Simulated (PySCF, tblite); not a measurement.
# B₂FH₃N radical: geometry, infrared bands and EPR parameters

Aim: predict the infrared bands and EPR parameters of B₂FH₃N radical (`B[N]BF`).

Computed with tblite 0.8.0 and PySCF 2.14.0, with density-fitted response routines of our own, on a single molecule in the gas phase. Atoms count from 0, in the outputs and in this text.

## 1. The molecule as given

7 atoms, charge 0, multiplicity 2; geometry from: force field or distance geometry start.

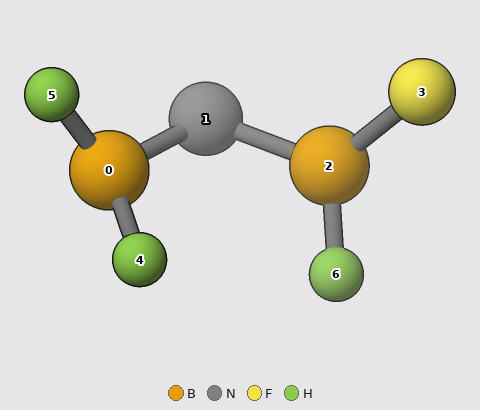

As it starts; boron amber, nitrogen grey, fluorine yellow, hydrogen green, atoms numbered; sticks join atoms by distance.

## 2. Relaxing the molecule with GFN2-xTB

The job: settings as JSON, then the geometry in Å.

```
{"job": {"kind": "relax", "xc": "GFN2-xTB", "basis": "xTB"}, "charge": 0, "multiplicity": 2}
B      1.283100     0.111100     0.156100
N      0.239200    -0.723200     0.903500
B     -1.091500    -0.463700     0.263700
F     -2.139200     0.346700     0.848700
H      0.975800     0.451400    -0.939800
H      1.864400     0.896600     0.827600
H     -1.128400    -0.613900    -0.915900
```

On the command line:

```
OMP_NUM_THREADS=1 python probes_run.py task.json out
```

This one command runs all jobs of the session in turn.

**Question.** This job is followed by: GFN2-xTB harmonic vibrations, gas phase; UKS B3LYP, pcH-1 on B F H N, non-relativistic, mean-field spin-orbit, GIAO. What will the session give for the following? strongest single infrared mode (GFN2-xTB); zero-point energy (GFN2-xTB); g(iso) (B3LYP); ⟨S²⟩; largest a(iso) (averaged by class); surface potential, least and greatest.

As calculated:

| quantity | value |
| --- | --- |
| strongest single infrared mode (GFN2-xTB) | 1249 cm⁻¹, 320 km/mol |
| zero-point energy (GFN2-xTB) | 23.6 kcal/mol |
| g(iso) (B3LYP) | 2.00321 |
| ⟨S²⟩ | 0.756 (exact 0.75) |
| largest a(iso) (averaged by class) | 1H on H4, H5, 263.7 MHz |
| surface potential, least and greatest | -0.82 V and 1.37 V |

Over 53 steps the energy fell by 2.029 eV; of the close pairs, B0–N1 changed most, 1.531 to 1.323 Å. All 15 modes are real, so the xTB geometry is a minimum. The strongest single mode, at 1249 cm⁻¹, moves mainly B2. GFN2-xTB is a fitted tight-binding method: band positions and strengths are rough. Its intensities can rank the bands wrongly. Most of the unpaired spin sits on N1 (0.78 e). The isotropic g lies 0.9 ppt above the free-electron value.
